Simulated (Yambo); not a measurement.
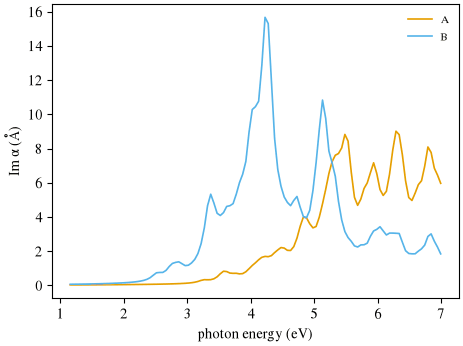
Fig. 1. Two computed absorption spectra of a free-standing SnS$_{2}$ monolayer (symmetry P-3m1, slab cell 15.9 Å high) (Yambo, PBEsol bands with the same scissor, field along x)

Question: Which curve includes the electron-hole attraction (BSE), and where are its main peaks?

Answer: Curve B: the attraction moves weight to lower energy (centre of the plotted range 4.7 eV against 5.7 eV). Its peaks lie at 3.4 eV, 4.2 eV, 5.1 eV, 6.0 eV. Settings: 12×12×1 mesh, 10 valence and 6 conduction bands, static screening with 96 bands and a 3 Ry block, scissor 1.35 eV, Tamm-Dancoff, stochastic integration of W near q = 0. The scissor comes from a G0W0 run whose convergence isn't established. Broadening 0.1 eV. The band window holds all transitions up to 7.0 eV. Fine structure above the onset can come from the mesh.

The standard potential for Sn keeps a d shell in the valence without the s and p states of that shell. In tests on such compounds this moved G0W0 gaps by up to about 0.9 eV, so absolute quasiparticle energies here are unreliable; differences between settings are what counts.

Spin-orbit coupling is included.

Geometry relaxed with PBEsol; primitive cell a = 3.647 Å, b = 3.647 Å, c = 15.900 Å, α = 90.00°, β = 90.00°, γ = 120.00°.
